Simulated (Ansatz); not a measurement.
# Calculations on NbSn7O16 and related structures

## 1. Relaxation

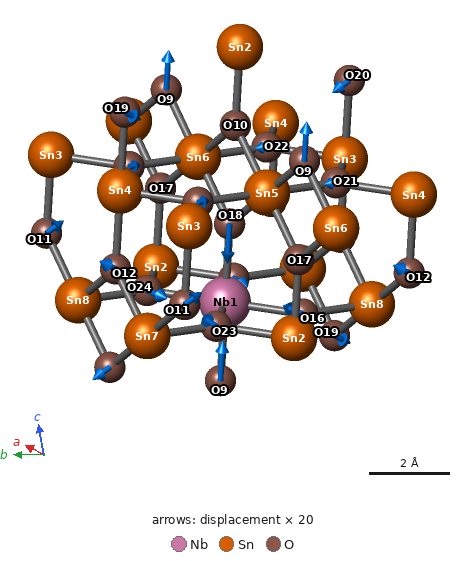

This is a relaxation of a defect cell of composition NbSn₇O₁₆. The starting structure is drawn; blue arrows show the displacements, magnified 20 times.

Style: ball-and-stick. Shown: the atoms within 5.0 Å of the atom that moves most (axes of the reduced cell), from a free direction. Lengths and directions refer to the drawn axes.

Theory: DFT, PBE, plane-wave PAW, default files, scalar-relativistic in Ansatz. (plane-wave cutoff 420 eV; k-point mesh 4 × 4 × 4; occupations fermi dirac; smearing width 0.01 eV; collinear spin; atoms relaxed in a fixed cell; force threshold 0.03 eV/Å; at most 40 steps)

### Atoms of which element are displaced furthest, and by how much?

Oxygen: up to 0.053 Å, against 0.000 Å for niobium.

### What happened in the run?

The largest moves, 0.053 Å, are those of O atoms. Nb and Sn stay in place. The cell stays as it was. Near-neighbour distances that change, for instance: Nb–O 2.058 → 2.005 Å, O–Sn 2.052 → 2.085 Å, O–Sn 2.058 → 2.044 Å, O–Sn 2.052 → 2.063 Å. Bond angles that change, for instance: Sn–O–Sn 101.9° → 99.7°. After 3 geometry steps the energy has fallen by 0.152 eV per cell of the calculation. Largest force component: 0.95 eV/Å at the start, 0.012 eV/Å at the end.

Limits of the set-up: the periodic images lie only 6.4 Å apart, so the values are limited by the cell's size.

## 2. Relaxation

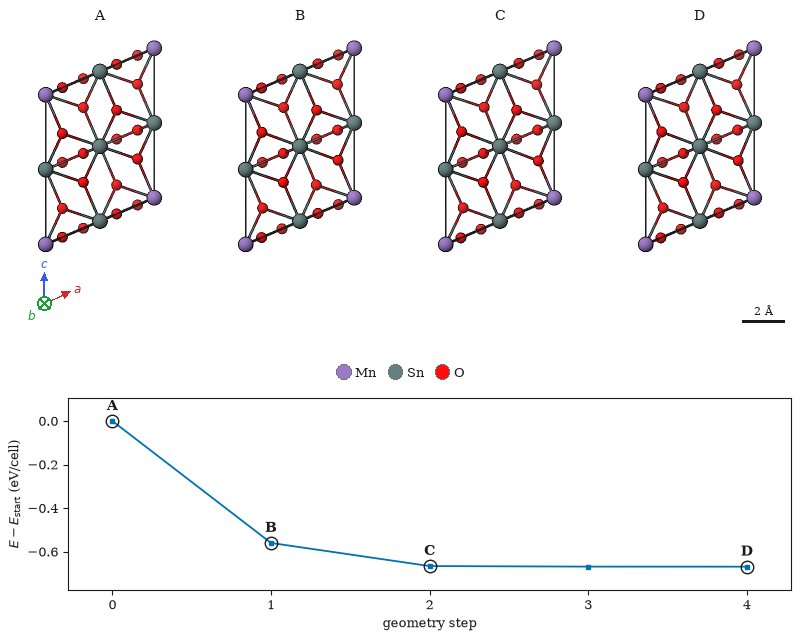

Frames of a relaxation of a defect cell of composition MnSn₇O₁₆, marked on the history of the run. Style: ball-and-stick. Shown: the reduced cell, along the b axis. Lengths and directions refer to the drawn axes.

All numbers below come from Ansatz 0.2.0, DFT, PBE, plane-wave PAW, default files, scalar-relativistic. Settings: plane-wave cutoff 420 eV; k-point mesh 4 × 4 × 4; occupations fermi dirac; smearing width 0.01 eV; collinear spin; atoms relaxed in a fixed cell; force threshold 0.03 eV/Å; at most 40 steps.

**Describe the path.**

Over 4 geometry steps the energy falls by 0.669 eV per cell of the calculation. The largest force component goes from 1.5 to 0.0018 eV/Å. The largest moves, 0.12 Å, are those of O atoms. Mn and Sn stay in place. The lattice vectors keep their values. Some distances before and after: Mn–O 2.052 → 1.937 Å, Mn–O 2.058 → 1.970 Å, O–Sn 2.052 → 2.114 Å, O–Sn 2.052 → 2.058 Å. Bond angles that change, for instance: Sn–O–Sn 129.1° → 123.1°, O–Sn–O 78.1° → 72.4°, O–Sn–O 101.9° → 107.6°. Cost: 100 s on 4 threads of AMD EPYC 7B13 (Zen 3), with other jobs on the host, peak memory 1.9 GiB. From step 0 to 1: O atoms move most (0.07 Å), energy −0.560 eV per cell of the calculation. From step 1 to 2: O atoms move most (0.07 Å), energy −0.106 eV per cell of the calculation. From step 2 to 4: energy −2.8 meV per cell of the calculation.

```json
{"step": "0", "E − E(0), meV/atom": "0.00", "largest force component, eV/Å": "1.4801"}
{"step": "1", "E − E(0), meV/atom": "-23.32", "largest force component, eV/Å": "0.6410"}
{"step": "2", "E − E(0), meV/atom": "-27.74", "largest force component, eV/Å": "0.1257"}
{"step": "3", "E − E(0), meV/atom": "-27.84", "largest force component, eV/Å": "0.0314"}
{"step": "4", "E − E(0), meV/atom": "-27.86", "largest force component, eV/Å": "0.0018"}
```

Limits of the set-up: the periodic images lie only 6.4 Å apart, so the values are limited by the cell's size.

## 3. Defect

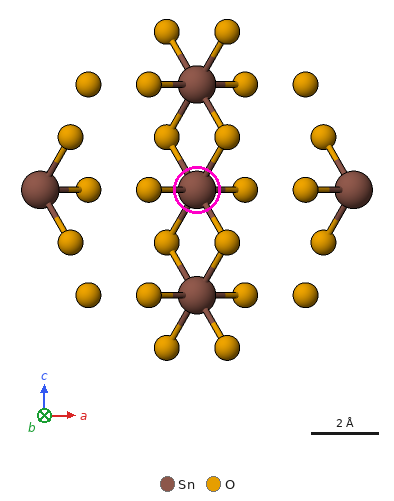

Perfect SnO₂. The picture is a ball-and-stick view of the atoms within 5.2 Å of one point, in a slice 4.2 Å thick across the line of sight, seen along the b axis.

Theory: DFT, PBE, plane-wave PAW, default files, scalar-relativistic in Ansatz. Set-up: plane-wave cutoff 420 eV; k-point mesh 4 × 4 × 4; occupations fermi dirac; smearing width 0.01 eV; collinear spin. The axes drawn are those of the host's conventional cell.

A tin atom is replaced by niobium at the ringed place, in charge state 0. The supercell has 24 sites, and the atoms are relaxed at the host's cell.

### Predict the relaxed surroundings of the defect.

In the host the Sn atom has 6 O at 2.05 to 2.06 Å; the Nb atom ends with 6 O at 2.01 to 2.02 Å. Of the host's atoms, an oxygen atom moves furthest from its site, by 0.05 Å. The cell's net moment is 0.79 μB. Relaxing the atoms from the host's sites lowers the energy by 0.15 eV.

The relaxed defect, seen from the same direction:

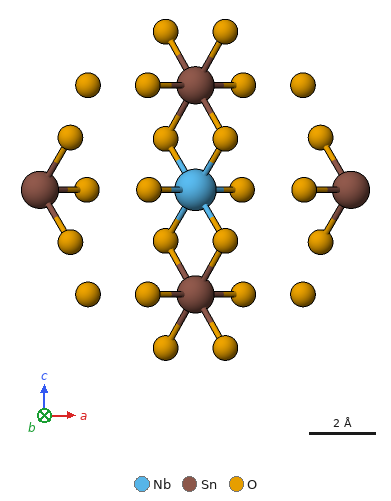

Limits of the set-up: the periodic images lie only 6.4 Å apart, so the values are limited by the cell's size.

## 4. Defect

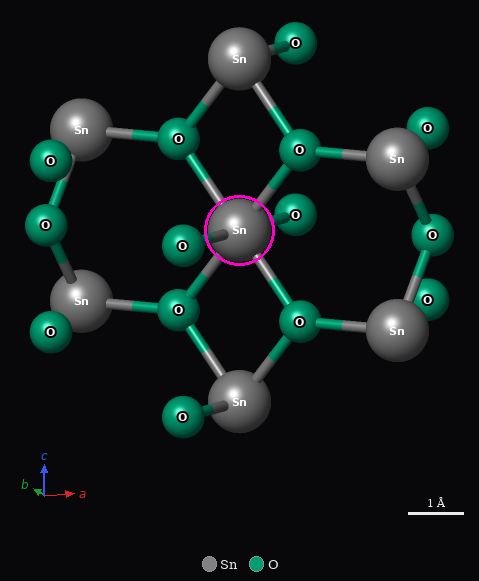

Perfect SnO₂. The picture is a ball-and-stick view of the atoms within 4.6 Å of one point, in a slice 4.2 Å thick across the line of sight, seen slightly off an axis.

All numbers below come from DFT, PBE, plane-wave PAW, default files, scalar-relativistic in Ansatz. Settings: plane-wave cutoff 420 eV; k-point mesh 4 × 4 × 4; occupations fermi dirac; smearing width 0.01 eV; collinear spin. The axes drawn are those of the host's conventional cell.

A tin atom is replaced by manganese at the ringed place, in charge state 0. The supercell has 24 sites, and the atoms are relaxed at the host's cell.

### How do the neighbours respond?

In the host the Sn atom has 6 O at 2.05 to 2.06 Å; the Mn atom ends with 6 O at 1.94 to 1.97 Å. Of the host's atoms, an oxygen atom moves furthest from its site, by 0.12 Å. The cell's net moment is 3.00 μB. Relaxing the atoms from the host's sites lowers the energy by 0.67 eV.

The relaxed defect, seen from the same direction:

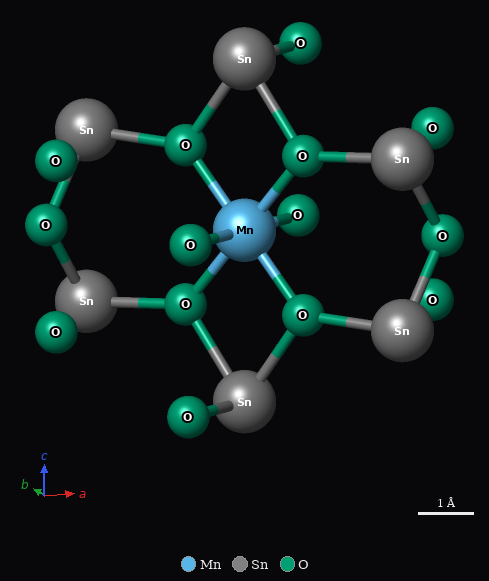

Limits of the set-up: the periodic images lie only 6.4 Å apart, so the values are limited by the cell's size.
